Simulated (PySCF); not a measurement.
Species, as SMILES: N (NH3).
Geometry (B3LYP-D3(BJ)/def2-TZVP, fixed):
```xyz
4

N      0.0022    -0.0038     0.1116
H     -0.0020     0.9512    -0.2281
H      0.8095    -0.4644    -0.2929
H     -0.8232    -0.4600    -0.2599
```
Charge 0, spin multiplicity 1.

Basis-set convergence of the mean static polarisability at PBE with PySCF. All functions are spherical. Density fitting with generated auxiliary sets. No added dispersion term, no relativity. Reference: the value in d-aug-cc-pVTZ, 15.52 bohr³, itself unsure by roughly 0.5 % (its mean distance from aug-pcseg-3, aug-cc-pVQZ, aug-pcseg-2). Deviations are taken from unrounded values. Cost is core time over that of 6-311++G(2d,2p), rough, on shared machines of one kind.

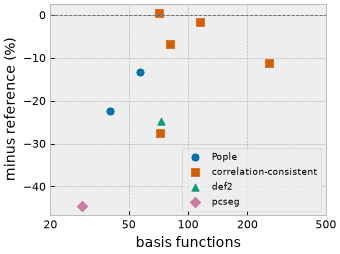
Figure. Deviation from the reference against the number of basis functions, by family of sets.

| basis | functions | mean static polarisability (bohr³) | minus reference (%) | cost |
|---|---|---|---|---|
| pcseg-1 | 29 | 8.61 | -44.5 | 0.4× |
| 6-311+G** | 40 | 12.05 | -22.4 | 0.5× |
| 6-311++G(2d,2p) | 57 | 13.44 | -13.4 | 1× |
| d-aug-cc-pVDZ | 71 | 15.58 | 0.4 | 0.9× |
| cc-pVTZ | 72 | 11.23 | -27.6 | 1× |
| def2-TZVPP | 73 | 11.68 | -24.7 | 0.9× |
| jun-cc-pV(T+d)Z | 81 | 14.48 | -6.7 | 1× |
| aug-cc-pVTZ | 115 | 15.25 | -1.7 | 2× |
| cc-pV5Z | 256 | 13.79 | -11.1 | 5× |
